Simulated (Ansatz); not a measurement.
System: FH$_{6}$NOSi$_{2}$.

```xyz
11

F     0.3304    1.3211   -0.3423
N    -0.5897    3.2446   -2.1449
O    -1.8088    0.8607   -1.7444
Si   -0.9699    2.0577   -0.9929
Si   -1.9371   -0.7976   -1.7735
H    -0.3098    2.9991   -3.0869
H    -0.2775    4.1693   -1.8766
H    -1.7003    2.6612    0.1426
H    -2.0545   -1.3404   -0.3876
H    -0.7435   -1.3987   -2.4375
H    -3.1609   -1.1445   -2.5483
```

Geometry: PBE0-D3(BJ)/def2-SVP.

Method: isolated molecule in a Gaussian basis; Kohn-Sham density functional theory, functional PBE0 in Ansatz 0.2.0.

**Predict the electron density and electron localisation function between the atoms.**

Si–O (1.64 Å): ρ is about 1.2 e/Å³ halfway; the ELF peaks at about 0.85 between the atoms, as expected for a polar covalent bond.
Si–N (1.70 Å): the density is about 1.2 e/Å³ at the midpoint; the ELF peaks at about 0.90 between the atoms: a polar covalent bond.
N–H (1.01 Å): ρ is about 2.8 e/Å³ halfway; the ELF climbs to about 1 towards the hydrogen, as it does in any bond to H (an ordinary covalent bond to hydrogen).

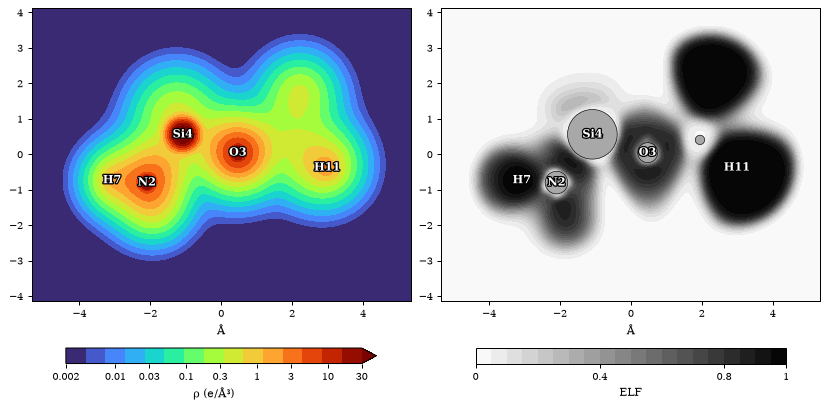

Computed electron density and electron localisation function on the plane of atoms N2, Si4 and O3, in this order. Grey discs cover the atomic cores in the ELF map. 
